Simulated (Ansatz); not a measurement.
**GaH$_{3}$N (doublet): density, localisation and related maps**

```xyz
5

N     0.3749   -1.2366    0.1589
Ga   -0.0632    0.5171   -0.2354
H     0.0543   -1.6669    1.0269
H    -1.3325    0.7626   -1.1151
H     0.9666    1.6239    0.1647
```

Geometry: PBE0-D4/def2-TZVP.

Method: UKS PBE0-D4/def2-TZVPP in Ansatz 0.2.0.

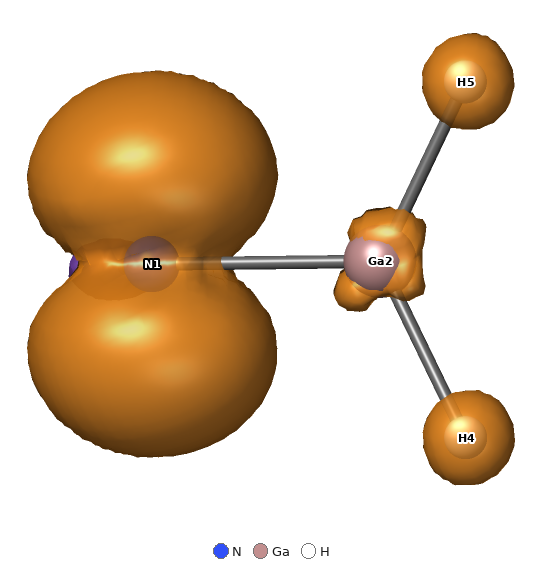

Figure 1. Isosurfaces of the spin density at +0.02 (orange) and −0.02 e/Å³ (purple), seen at a tilt.

### Where is the unpaired spin?

The unpaired spin (1 electron) lies mostly on N1 (about 0.9), in electrons by Hirshfeld's partition.

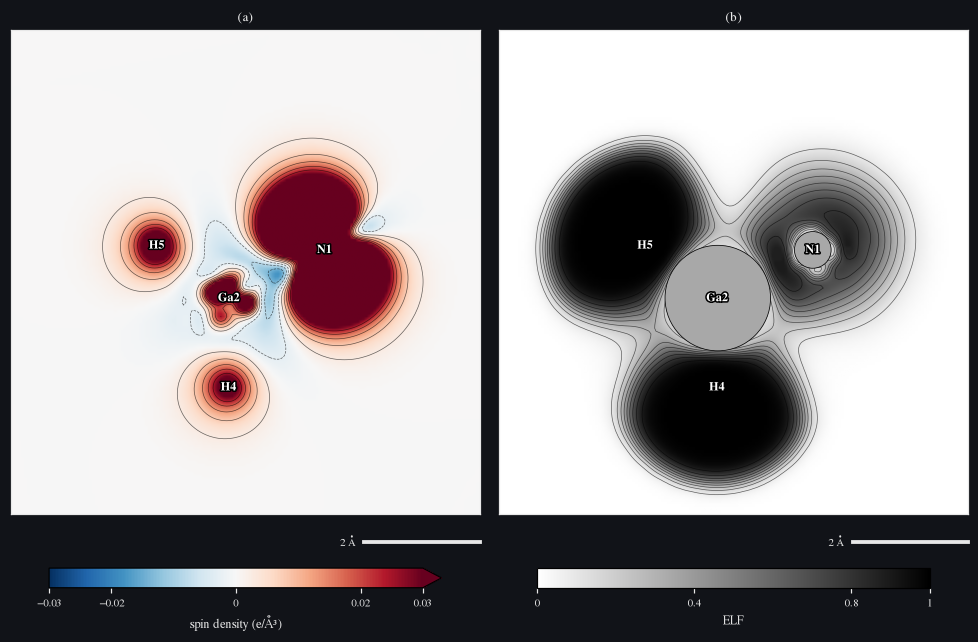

Figure 2. (a) spin density; (b) electron localisation function on the plane of atoms N1, Ga2 and H5. Grey discs cover the atomic cores in the ELF map.

### What does the map show?

- The plane passes through N, Ga and H nuclei.
- Ga–N (1.85 Å): the ELF peaks at about 0.90 in the valence shell of N, 0.7 Å from its nucleus, and is about 0.35 at the midpoint.
- Ga–H (1.56 Å): the ELF climbs to about 1 towards the hydrogen.

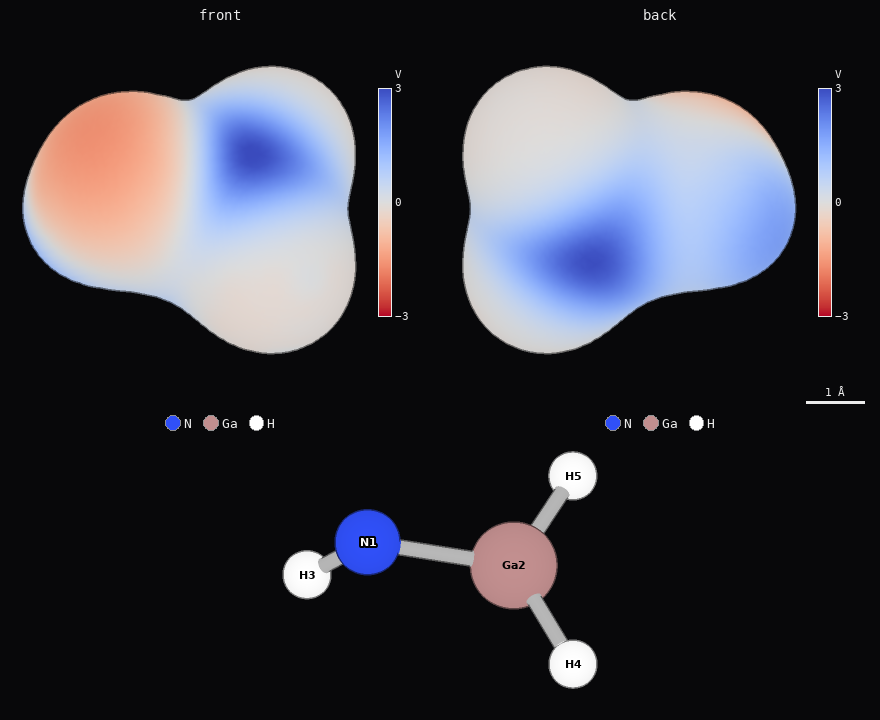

Figure 3. The electrostatic potential painted on the density surface at 0.002 e/bohr³, seen from the front and from behind; red is negative and blue positive. The bare structure is drawn below in the same view.

### Where is the surface potential most negative and most positive?

The most negative region (about −1.6 V) lies over N1, the most positive (about +2.9 V) over Ga2. N1 is the likeliest acceptor of a hydrogen bond.

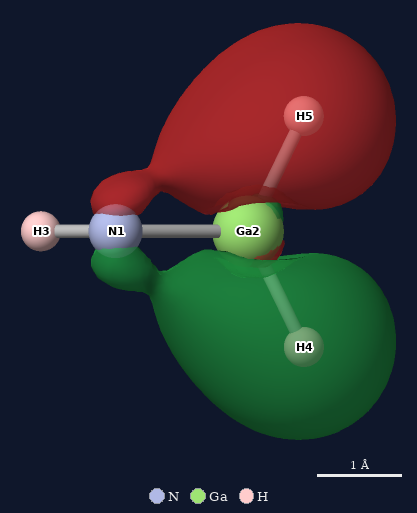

Figure 4. The HOMO−1 (β) at ±0.1 Å⁻³ᐟ² (green and red are the two phases), seen at a tilt.

### What is the character of this orbital?

Its weight (Hirshfeld) is mainly on Ga2 (about 40 %), H4 (about 30 %) and H5 (about 30 %). Its energy is −8.87 eV.
